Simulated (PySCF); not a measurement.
**C$_{2}$H$_{7}$B, SMILES `CBC`: what the electrons do**

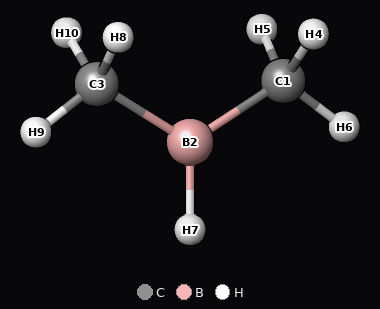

The molecule, with its atoms numbered as below. No frequency check shows the geometry to be a minimum.

Cartesian coordinates (Å):

```
C1      -1.3587    0.1908   -0.0000
B2       0.0000   -0.6053   -0.0004
C3       1.3587    0.1908    0.0002
H4      -1.4224    0.8479   -0.8669
H5      -1.4226    0.8479    0.8669
H6      -2.2454   -0.4378    0.0005
H7      -0.0002   -1.7789    0.0009
H8       1.4226    0.8479   -0.8667
H9       2.2454   -0.4379   -0.0004
H10      1.4225    0.8479    0.8671
```

## 1. Bonding charge

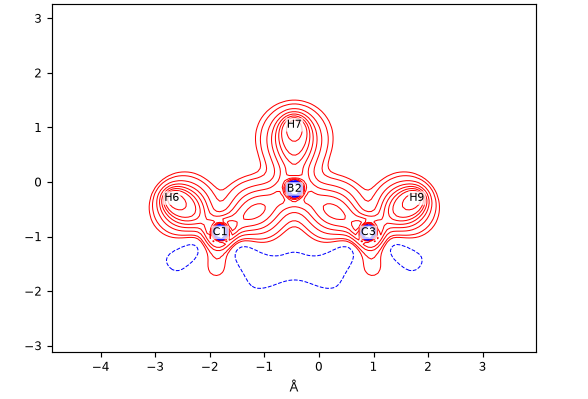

Deformation density (molecule less spherical, spin-averaged free atoms) in the plane of C1, B2, C3, H6, H7 and H9; contours at ±0.05 to ±0.8 e/Å³; solid red lines: gain, dashed blue lines: loss.

PySCF calculation, ωB97X/def2-TZVP, gas phase; geometry: GFN2-xTB.

Q: Describe the bonding that the map shows.

A: C1–H6 and C3–H9: +0.71 e/Å³ at the bond critical point (bond length 1.09 Å, Mayer order 1.0). B2–H7: +0.53 e/Å³ at the bond critical point (bond length 1.17 Å, Mayer order 1.0). B2–C3 and C1–B2: +0.47 e/Å³ at the bond critical point (bond length 1.57 Å, Mayer order 1.0). In all, 2.4 electrons gather in the regions of gain relative to the promolecule.

## 2. Bond critical points

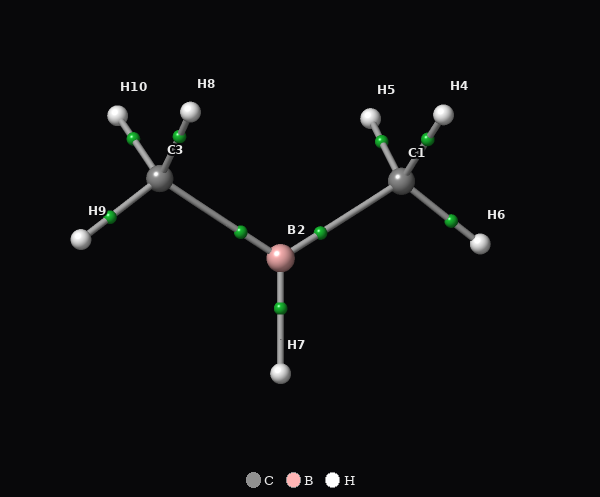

Molecular graph of the electron density (QTAIM): bond paths, bond critical points (green), ring points (magenta, if any); weak paths are dashed.

Q: How many critical points of each kind are there, and does the count close?

A: 10 nuclei, 9 bond, 0 ring and 0 cage critical points: 10 − 9 + 0 − 0 = 1, as the Poincaré–Hopf relation requires.

Q: Give the properties at the bond critical points.

A:
```
           bond  length (Å)  ρ (a.u.)  ∇²ρ (a.u.)     ε  H (a.u.)
C1–H6 (2 alike)       1.087     0.277       −0.94  0.01    −0.281
C3–H8 (4 alike)       1.090     0.270       −0.89  0.02    −0.272
          B2–H7       1.174     0.192       −0.34  0.28    −0.223
B2–C3 (2 alike)       1.575     0.187       −0.31  0.27    −0.210
```

Q: What kind of interaction is B2–H7?

A: Shared-shell (covalent): ρ = 0.192, ∇²ρ = −0.34, H = −0.223 a.u.

## 3. Local ionisation energy

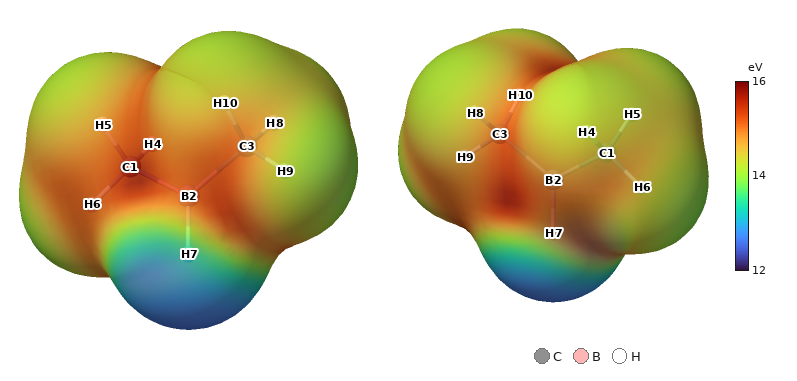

Average local ionisation energy on the surface of electron density 0.001 a.u. (back view left, front view right).

Q: Where are the most loosely bound electrons on this surface?

A: The lowest value is 12.6 eV, 1.5 Å from H7. Further minima include 13.9 eV, 1.4 Å from H6, and at like points elsewhere. For comparison, the highest occupied orbital lies at −11.2 eV.

Q: What volume does the surface enclose, and what is the dipole moment?

A: About 90 Å³; the dipole moment is 0.5 D.

## 4. In an electric field

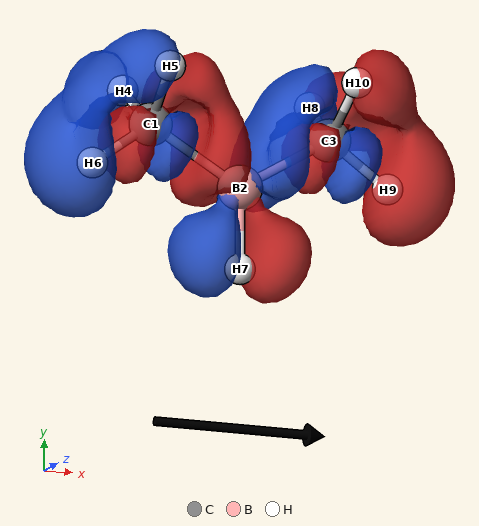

Change of the electron density in a uniform field of 0.21 V/Å along +x (arrow), surfaces at ±0.0015 e/Å³ (blue: gain, red: loss).

Level of theory: ωB97X/def2-TZVP (PySCF), at a geometry from GFN2-xTB. A basis without diffuse functions makes polarisabilities too small.

Q: What dipole is induced, and what polarisability does it imply?

A: The induced dipole is 0.44 D (along the field); α along this axis, from the fields in both directions, is 44 bohr³ (6.5 Å³).

Q: Which atoms gain and lose the most charge?

A: Electrons gather most on H6 (Hirshfeld charge changes by −0.008 e) and leave H9 most (+0.008 e); 0.041 electrons are displaced in all.

## 5. Removing or adding an electron

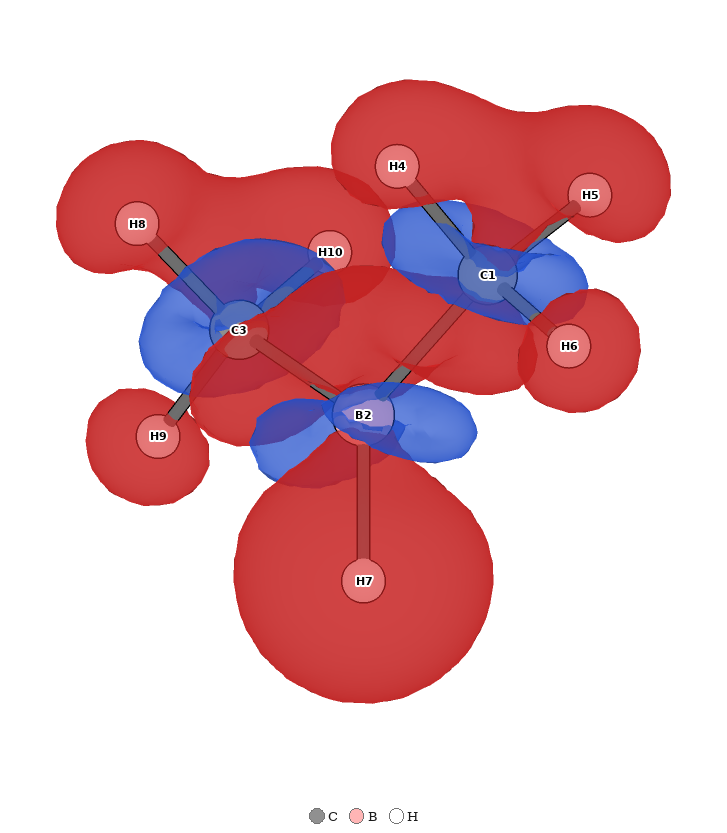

Fukui function f⁻ = ρ(N) − ρ(N−1) at fixed geometry, surfaces at ±0.03 e/Å³ (red positive, blue negative).

Computed with PySCF, ωB97X/def2-TZVP, geometry: GFN2-xTB.

Q: Which atoms respond most to the removal of an electron?

A: f⁻ (Hirshfeld-condensed) is largest on H7 (0.22) and B2 (0.16); the vertical ionisation energy is 11.35 eV (the stability of the cation's solution wasn't checked). Condensed values hint at sites of electrophilic attack but needn't mark the atom that reacts. Orbital relaxation makes it negative in places (0.15 e in all).

```csv
atom,f⁻,charge
C1,+0.10,−0.21
B2,+0.16,+0.21
C3,+0.10,−0.21
H4,+0.07,+0.05
H5,+0.07,+0.05
H6,+0.06,+0.04
H7,+0.22,−0.06
H8,+0.07,+0.05
H9,+0.06,+0.04
H10,+0.07,+0.05
```
